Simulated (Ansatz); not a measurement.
Computed with PBE (plane waves to 420 eV, PAW; Ansatz, a quantum-chemistry and plane-wave program).

Host crystal: wurtzite GaN, with a band gap (PBE, scalar-relativistic without spin-orbit coupling).

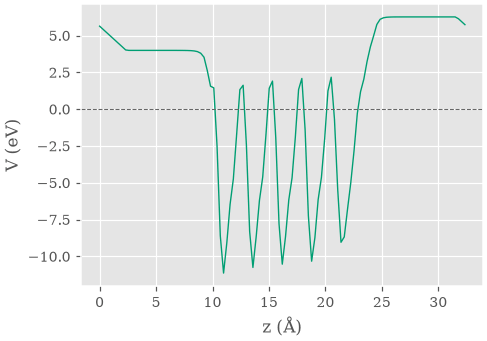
Figure: Plane-averaged electrostatic potential energy along the normal, in eV from the highest filled level, for OH on the (0001) surface of wurtzite GaN (2x2 N adatom at H3; a constructed slab, bottom: 3 H on 4 bottom sites), one in a cell of 36 Å², started at the site 'hollow N-N-N over Ga at depth 1.8 Å'

Set-up: 46 atoms, 13.4 Å thick at the start with caps and adatoms under the adsorbate (thin: gaps and levels are the slab's own); mesh 4x4x1; 0.01 eV smearing; dipole correction on; 23 atoms held, the rest relaxed; no symmetry held; spin-polarised, ending with about 1.0 μB a cell; orders that need a larger cell were not tried, no spin-orbit, no U, no dispersion correction. At the end it is bonded to Ga. In PBE it is, or lies within 0.03 eV of, the lowest of the starts that converged.

Q: The surface cell has an area of 35.88 Å². What dipole along the normal does the step between the two vacuum levels imply?

A: the top vacuum level lies 2.27 eV above the bottom one; p = −ε₀ A ΔV (ε₀ = 0.005526 e/(V·Å)) gives -0.45 e·Å a cell.
